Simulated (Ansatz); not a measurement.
# Calculations on CH3NSi

**1. Relaxation**

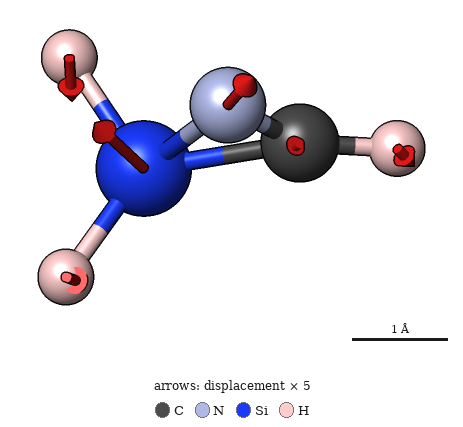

This is a relaxation of CH3NSi. The starting structure is drawn; red arrows show the displacements, magnified 5 times. The two geometries are superimposed by the best rigid fit.

The picture is a ball-and-stick view, seen at a tilt.

The run prepares an end point of a later path (hydrogen shift) calculation, from a guessed geometry.

These are results of RKS PBE0-D4/STO-3G (Ansatz 0.2.0), not measurements.

The input:
```yaml
crystal:
  periodic: [false, false, false]
  atoms:
    - { symbol: C, position_ang: [-0.4118, -0.9813, -0.1186] }
    - { symbol: "N", position_ang: [0.7376, -0.8962, 0.2569] }
    - { symbol: Si, position_ang: [-0.025, 0.742, -0.0281] }
    - { symbol: H, position_ang: [-1.0951, -1.7283, -0.3466] }
    - { symbol: H, position_ang: [0.808, 1.363, -1.1135] }
    - { symbol: H, position_ang: [0.0284, 1.4367, 1.3036] }
basis:
  gaussian: { orbitals: STO-3G }
hamiltonian:
  xc: pbe0
  dispersion: d4
relax:
  f_tol: 0.02
  max_steps: 50
output:
  orbitals: {}
```

Command:
```bash
ansatz run input.yaml --threads 1 --pin off --max-ram 2048MiB --backend cpu --events-out ev --progress --plain --runs-dir out
```

Which element moves most?

Silicon: up to 0.24 Å, against 0.15 Å for nitrogen.

What happened in the run?

After 6 geometry steps the energy has fallen by 70.1 kJ/mol. Largest force component: 8.2 eV/Å at the start, 0.0041 eV/Å at the end. The largest move after the best rigid fit is that of Si3, 0.24 Å. By element the largest moves are Si 0.24 Å, N 0.15 Å, H 0.14 Å, C 0.05 Å. Some distances before and after: C1–N2 1.212 → 1.321 Å, Si3–H5 1.503 → 1.440 Å, C1–H4 1.038 → 1.099 Å, N2–Si3 1.829 → 1.848 Å. Bond angles that change, for instance: N2–Si3–H5 104.6° → 117.4°, Si3–C1–H4 148.9° → 157.6°, N2–C1–H4 138.0° → 130.6°.

Limits of the set-up: STO-3G is a minimal basis, so the numbers are rough.

**2. Relaxation**

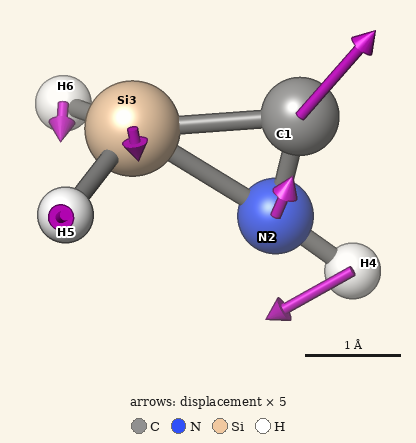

This is a relaxation of CH3NSi. The starting structure is drawn; purple arrows show the displacements, magnified 5 times. The two geometries are superimposed by the best rigid fit.

A ball-and-stick model, seen from a free direction.

The run prepares an end point of a later path (hydrogen shift) calculation, from a guessed geometry.

Method: RKS PBE0-D4/STO-3G in Ansatz.

The input:
```yaml
crystal:
  periodic: [false, false, false]
  atoms:
    - { symbol: C, position_ang: [-0.4118, -0.9813, -0.1186] }
    - { symbol: "N", position_ang: [0.7376, -0.8962, 0.2569] }
    - { symbol: Si, position_ang: [-0.025, 0.742, -0.0281] }
    - { symbol: H, position_ang: [1.23485, -1.79247, 0.4331] }
    - { symbol: H, position_ang: [0.808, 1.363, -1.1135] }
    - { symbol: H, position_ang: [0.0284, 1.4367, 1.3036] }
basis:
  gaussian: { orbitals: STO-3G }
hamiltonian:
  xc: pbe0
  dispersion: d4
relax:
  f_tol: 0.02
  max_steps: 50
output:
  orbitals: {}
```

Run as
```bash
ansatz run input.yaml --threads 1 --pin off --max-ram 2048MiB --backend cpu --events-out ev --progress --plain --runs-dir out
```

> What did the optimiser do to the structure, and how much energy did it gain?

C1 moves most after the best rigid fit: 0.26 Å. By element the largest moves are C 0.26 Å, H 0.22 Å, N 0.10 Å, Si 0.08 Å. Some distances before and after: C1–Si3 1.768 → 1.957 Å, C1–N2 1.212 → 1.345 Å, N2–Si3 1.829 → 1.757 Å, Si3–H5 1.503 → 1.446 Å. Bond angles that change, for instance: Si3–N2–H4 175.9° → 153.7°, C1–N2–H4 116.4° → 129.3°, N2–C1–Si3 73.0° → 61.0°. After 8 geometry steps the energy has fallen by 145.2 kJ/mol. Largest force component: 12 eV/Å at the start, 0.0026 eV/Å at the end. The run took 9.1 s on 1 thread of Arm Neoverse V2, with other jobs on the host, peak memory 0.11 GiB.

Limits of the set-up: STO-3G is a minimal basis, so the numbers are rough.

**3. Path**

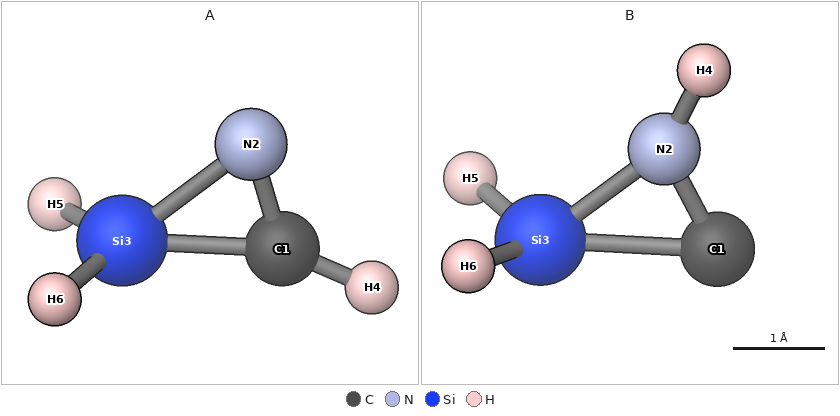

The two relaxed end points of a path for CH3NSi. A ball-and-stick model, seen from a free direction.

All numbers below come from RKS PBE0-D4/STO-3G (Ansatz 0.2.0).

Settings: 5 movable images; climbing image; force threshold 0.05 eV/Å; iteration limit 60.

Start:
```xyz
6

C    -0.4325   -0.9372   -0.1309
N     0.8192   -1.0195    0.2823
Si    0.2020    0.7051    0.0399
H    -1.1660   -1.7250   -0.3541
H     0.6928    1.4296   -1.1039
H    -0.0733    1.4829    1.2203
```

End:
```xyz
6

C    -1.3388   -0.5828   -0.4383
N    -0.1100   -0.9392   -0.0247
Si   -0.0296    0.8155   -0.0389
H     0.2875   -1.8969    0.1285
H     0.9903    1.2435   -0.9704
H     0.2427    1.2958    1.2976
```

Predict the minimum-energy path and its barrier.

Answer. The energy climbs by 370.0 kJ/mol to image 3 and then falls by 230.0 kJ/mol, so the end point sits at +139.9 kJ/mol. A hydrogen atom shifts from one atom to another. Breaking: C1–H4 (1.10 → 1.30 at the top → 2.17 Å). Forming: N2–H4 (2.20 → 1.29 at the top → 1.05 Å). The band converged in 10 iterations, with a climbing image at the top. At the top, the vibrational analysis gives one imaginary mode (1591i cm⁻¹), as a transition state must have.

Energies of the converged images:

```csv
image,path (Å),E (kJ/mol)
0,0.00,0.0
1,0.50,39.6
2,1.00,201.2
3,1.50,370.0
4,1.96,279.7
5,2.43,174.4
6,2.89,139.9
```

The geometry at the top of the path:

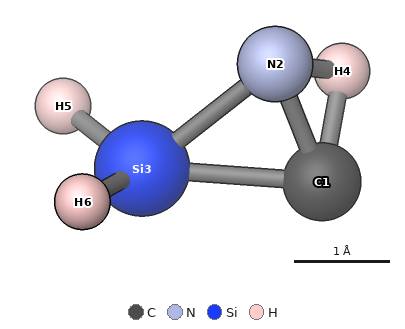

Limits of the set-up: STO-3G is a minimal basis, so the numbers are rough.
